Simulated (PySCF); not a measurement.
NMR shielding calculation of C$_{4}$H$_{8}$B$_{2}$S

The run: NMR shielding calculation of C$_{4}$H$_{8}$B$_{2}$S. Method and program: GIAO PBE0/pcSseg-1 NMR shielding, non-relativistic, IEF-PCM water (PySCF 2.14.0).

The geometry comes from this level: GFN2-xTB. Figures and captions count atoms from 1; the log counts them from 0 in places.

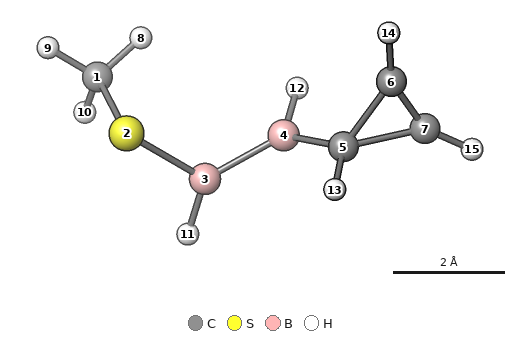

Figure 1. The structure as given in the input (ball-and-stick view, seen at a tilt; atoms are numbered from 1 in the order of the input). Bond lengths as drawn: B–B 1.63 Å, B–C 1.55 Å, B–H 1.17 to 1.18 Å, B–S 1.88 Å, C–C 1.28 to 1.54 Å, C–H 1.06 to 1.09 Å and C–S 1.83 Å.

### Input file
```
{"job": {"kind": "nmr", "xc": "PBE0", "basis": "pcSseg-1", "solvent": "water", "pop": false}, "charge": 0, "multiplicity": 1}
C      2.787450    -0.559088    -1.123574
S      2.345869    -0.029426     0.570555
B      0.952734     1.102319     0.015776
B     -0.505536     0.405967    -0.156143
C     -1.548109     0.296224     0.979998
C     -2.464302    -0.932762     1.081567
C     -3.042084     0.136764     0.665504
H      1.963096    -1.112986    -1.562810
H      3.658707    -1.197507    -1.023671
H      3.028875     0.309201    -1.730557
H      1.300968     2.205972    -0.186239
H     -0.810127    -0.138651    -1.158267
H     -1.336974     0.778953     1.935605
H     -2.448093    -1.955496     1.360730
H     -3.882475     0.690516     0.331526
```

The first line tells a small driver script what to run in PySCF; the rest is the geometry in Å.

Machine: 1 CPU thread, shared host.

Run as:
```bash
OMP_NUM_THREADS=1 python <driver script> task.json out
```

### Log
```
coarse grid: 13104 points
cycle   1  E = -604.4781670447  dE =  7.486e-01  |g| = 3.145e-01  |ddm| = 3.486e+00
cycle   2  E = -604.4886280764  dE = -1.046e-02  |g| = 2.774e-01  |ddm| = 6.934e-01
cycle   3  E = -604.5090145888  dE = -2.039e-02  |g| = 5.646e-02  |ddm| = 3.132e-01
cycle   4  E = -604.5097447841  dE = -7.302e-04  |g| = 1.645e-02  |ddm| = 6.113e-02
cycle   5  E = -604.5098131353  dE = -6.835e-05  |g| = 2.793e-03  |ddm| = 1.811e-02
cycle   6  E = -604.5098149031  dE = -1.768e-06  |g| = 8.503e-04  |ddm| = 3.787e-03
final grid: 121976 points
cycle   7  E = -604.5518612463  dE = -3.528e-05  |g| = 8.530e-03  |ddm| = 2.923e-02
cycle   8  E = -604.5518555332  dE =  5.713e-06  |g| = 9.879e-03  |ddm| = 1.733e-02
cycle   9  E = -604.5518804133  dE = -2.488e-05  |g| = 6.393e-04  |ddm| = 9.193e-03
cycle  10  E = -604.5518805271  dE = -1.137e-07  |g| = 1.678e-04  |ddm| = 7.908e-04
cycle  11  E = -604.5518805342  dE = -7.165e-09  |g| = 5.524e-05  |ddm| = 2.247e-04
cycle  12  E = -604.5518805349  dE = -6.302e-10  |g| = 2.484e-05  |ddm| = 6.343e-05
```

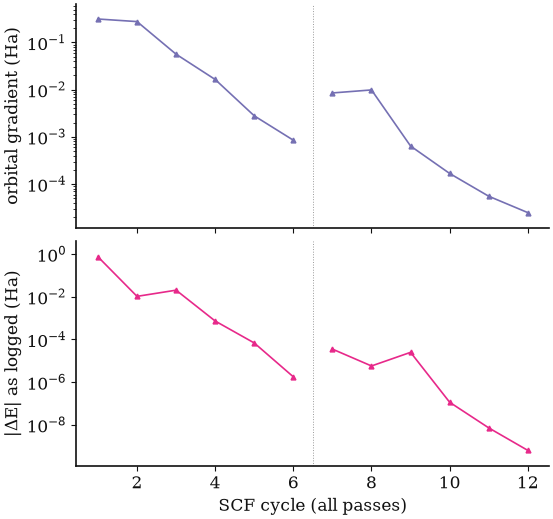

Figure 2. Convergence of the self-consistent field: orbital gradient and size of the energy change against the SCF cycle. The dotted line marks the change from a coarse to the final integration grid. The first 6 cycles use a coarse grid, the final grid takes over at cycle 7, and the field converges after 12 cycles in all.

```
converged SCF energy = -604.5518805349

GIAO shielding tensors (ppm)
atom      isotropic    diamagn.    paramagn.     s11        s22        s33       span
  0 C      172.808     251.003     -78.195    151.186    174.769    192.470     41.285
  1 S      678.044    1059.333    -381.289    460.551    584.732    988.849    528.297
  2 B      -12.055     195.765    -207.819   -141.937    -19.499    125.272    267.209
  3 B        6.666     190.935    -184.270    -79.326     -8.214    107.536    186.862
  4 C      164.784     238.899     -74.115     89.998    166.086    238.269    148.271
  5 C       65.786     253.862    -188.076    -74.312    105.392    166.278    240.590
  6 C       67.121     258.160    -191.040    -73.642    107.862    167.143    240.785
  7 H       29.771      30.975      -1.204     23.338     28.086     37.888     14.550
  8 H       29.159      28.058       1.102     24.271     26.686     36.522     12.251
  9 H       29.614      28.736       0.878     24.113     27.094     37.636     13.524
 10 H       21.494      30.053      -8.560     13.014     25.089     26.378     13.365
 11 H       23.893      30.329      -6.436     14.309     26.961     30.410     16.101
 12 H       29.878      29.699       0.179     24.091     28.724     36.820     12.729
 13 H       24.036      31.517      -7.480     20.683     24.181     27.246      6.563
 14 H       24.079      32.104      -8.025     20.654     24.197     27.386      6.732
```

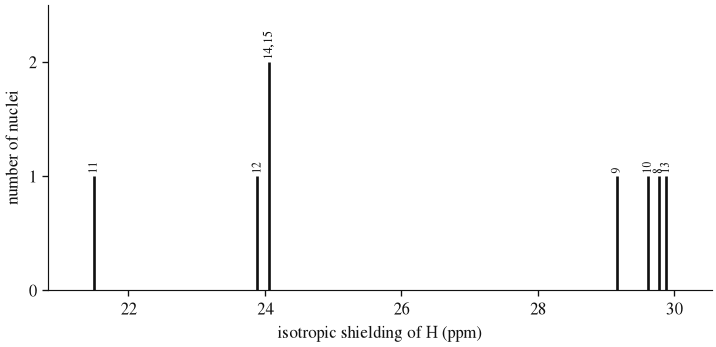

Figure 3. Isotropic shieldings of the hydrogen nuclei in this fixed geometry, labelled by atom number; shielding grows to the right, so chemical shift grows to the left. The least shielded is H11 (21.5 ppm), the most shielded H13 (29.9 ppm).

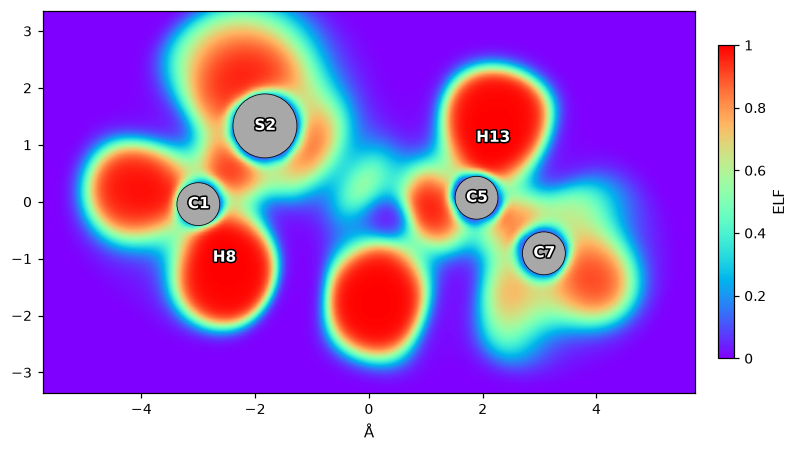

Figure 4. Electron localisation function on the plane of atoms C7, C5 and H13. Grey discs, where drawn, cover atomic cores. Atoms in the plane: C, S and H. C–H (1.09 Å): the ELF climbs to about 1 towards the hydrogen, as it does in any bond to H (a covalent bond by its length).

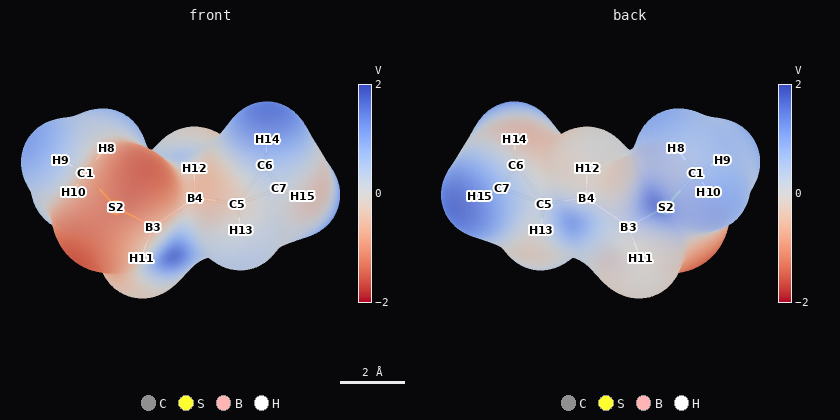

Figure 5. The molecular electrostatic potential painted on the density surface at 0.002 e/bohr³, seen at a tilt and from behind; the colour scale runs from red (negative) to blue (positive). A positive charge is drawn to the negative regions and a negative charge to the positive ones.

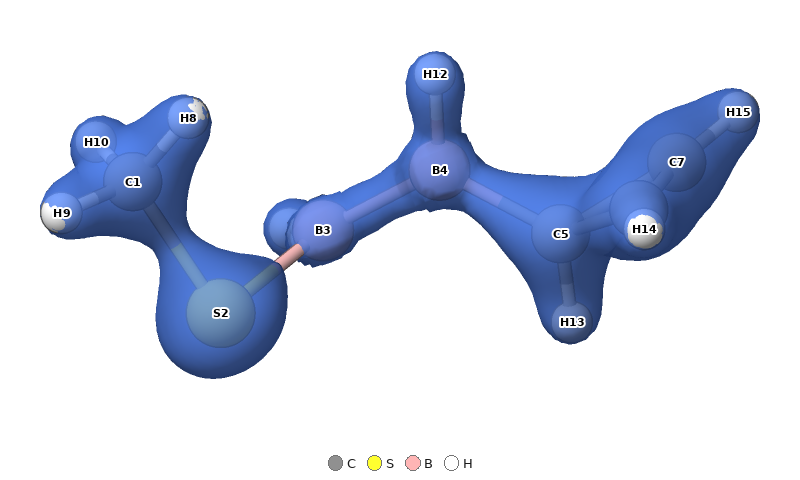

Figure 6. Isosurface of the total electron density at 1 e/Å³ (blue), seen from the side. At this value the surface falls into two separate pieces. On the grid the lowest density along these lines, outside the cores, is 2.4 e/Å³ (C–C, 1.28 Å), 1.3 e/Å³ (C–B, 1.55 Å), 1.2 e/Å³ (B–B, 1.63 Å) and 1.2 e/Å³ (C–S, 1.83 Å).

### Results in brief

```json
{"quantity": "outcome", "value": "converged"}
{"quantity": "total energy", "value": "−604.551881 hartree"}
{"quantity": "HOMO", "value": "−6.29 eV"}
{"quantity": "LUMO", "value": "−1.79 eV"}
{"quantity": "dipole moment", "value": "2.64 D"}
{"quantity": "isotropic shielding, C", "value": "65.8 to 172.8 ppm"}
{"quantity": "isotropic shielding, S", "value": "678.0 ppm"}
{"quantity": "isotropic shielding, B", "value": "−12.1 to 6.7 ppm"}
{"quantity": "isotropic shielding, H", "value": "21.5 to 29.9 ppm"}
{"quantity": "wall time", "value": "43 s"}
{"quantity": "peak memory", "value": "0.86 GiB"}
```
